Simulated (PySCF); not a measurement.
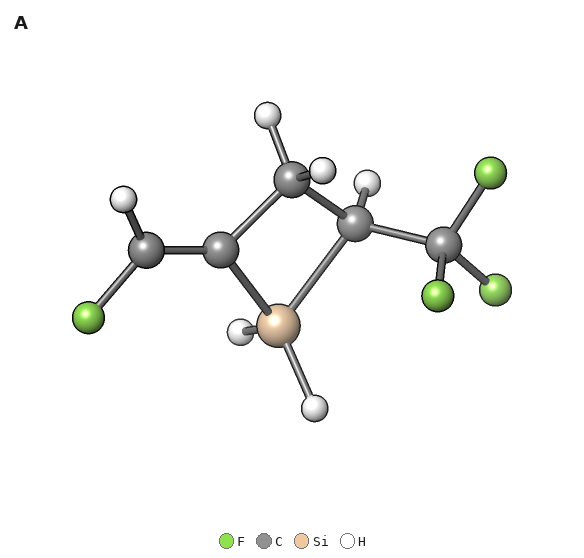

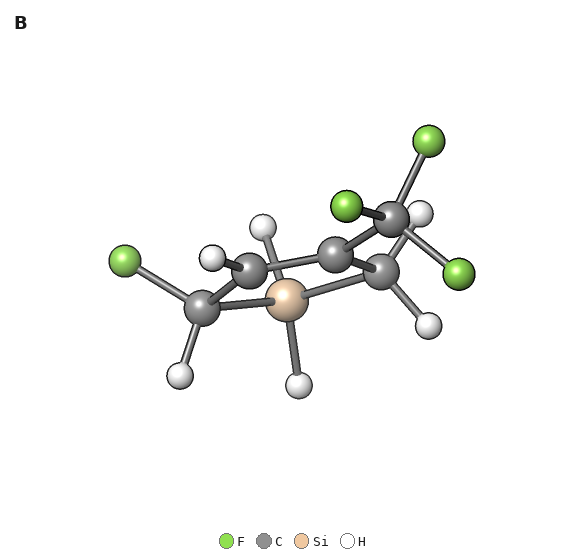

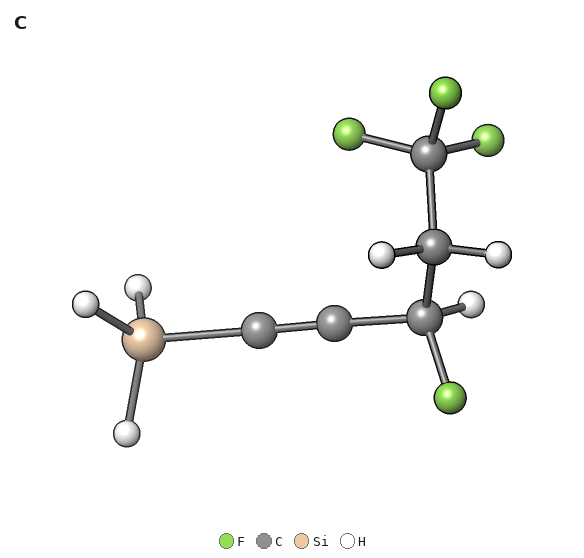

3 stationary structures of one formula. Geometries: GFN2-xTB. Electronic energies: PBE0/pcSseg-1 (PySCF 2.14.0), without zero-point energy. No frequency run is at hand to confirm each as a minimum. Each is one conformer, not always the lowest.

Are they conformers, stereoisomers or constitutional isomers?

They are constitutional isomers of C5H6F4Si: A `F/C=C1/C[C@@H](C(F)(F)F)[SiH2]1`, B `F[C@@H]1C=C(C(F)(F)F)C[SiH2]1`, C `F[C@@H](C#C[SiH3])CC(F)(F)F`.

Which structure is the most stable?

B is lowest; A lies 12.5 kcal/mol above it, C lies 29.4 kcal/mol above it.

The geometry is semi-empirical. Around Si such bond lengths and angles can be off by a tenth of an ångström or more and by several degrees, and values that hang on the shape move with them.
